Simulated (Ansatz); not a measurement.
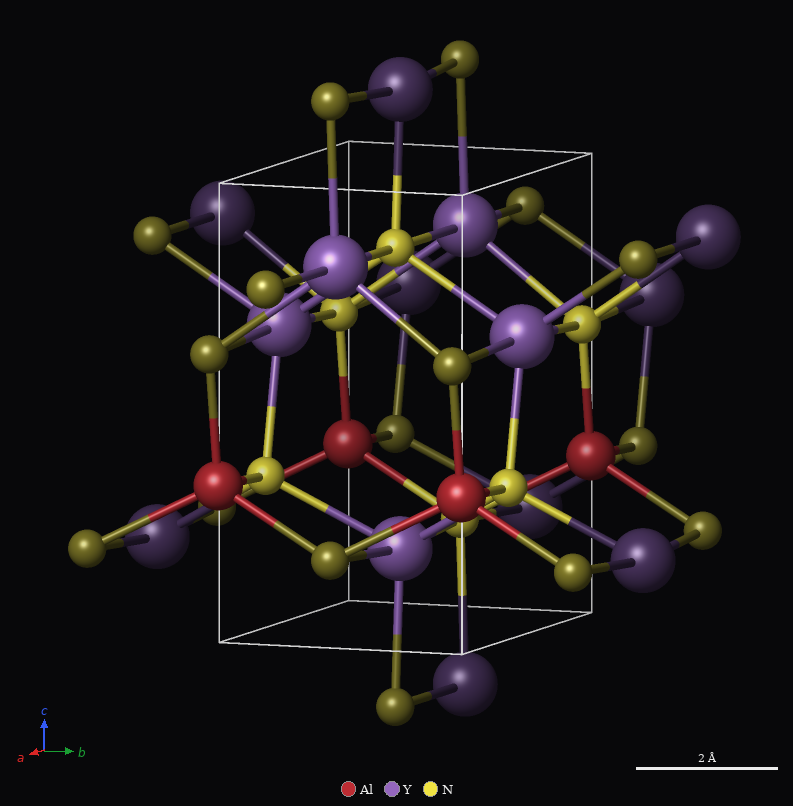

We look at a ball-and-stick model of the crystal slightly off an axis. Atoms at the boundary of the conventional unit cell (the box) are drawn once for each face, edge or corner they touch. Bonds that leave the box are completed with the atoms at their other ends, in fainter colours.

Y₃AlN₄, space group Pm (No. 6), a = 5.091 Å, b = 3.725 Å, c = 6.610 Å, α = 90.00°, β = 90.04°, γ = 90.00°. Its origin is a structure type filled with these elements by a generator (whether the compound takes this form wasn't checked). Earlier steps of the study may have refined or changed the cell and positions. A calculation with Ansatz used it as input.

This one geometry was computed with Ansatz (DFT, plane waves, PAW) at five levels of theory: PBE0, PBE with spin-orbit coupling, r2SCAN, PBE and HSE06. It was relaxed beforehand with r2SCAN.

Q: Which level gives the highest pressure at this volume, and what does that say about its equilibrium volume?

A: Highest: PBE with spin-orbit coupling (1.4 GPa) and PBE (1.4 GPa), which points to the largest equilibrium volume. Lowest, with the smallest volume: PBE0 (-1.0 GPa) and HSE06 (-1.1 GPa). Levels within 0.5 GPa of each other can't be told apart.

Q: How does the band gap change with the level of theory?

A: PBE with spin-orbit coupling: a gap of 1.81 eV, direct; PBE: a gap of 1.81 eV, direct; r2SCAN: a gap of 2.21 eV, direct; HSE06: a gap of 2.81 eV, direct; PBE0: a gap of 3.50 eV, direct.

Q: Collect the results in a table.

A:
| level | cutoff (eV) | k-mesh of the run's cell | gap (eV) | pressure (GPa) |
| --- | --- | --- | --- | --- |
| PBE0 | 420 | 4×4×2 | 3.50 | -1.0 |
| PBE with spin-orbit coupling | 420 | 6×8×4 | 1.81 | 1.4 |
| r2SCAN | 500 | 6×8×4 | 2.21 | 0.0 |
| PBE | 420 | 6×8×4 | 1.81 | 1.4 |
| HSE06 | 420 | 4×4×2 | 2.81 | -1.1 |

Gaps are taken on the k-mesh or band path of each run.
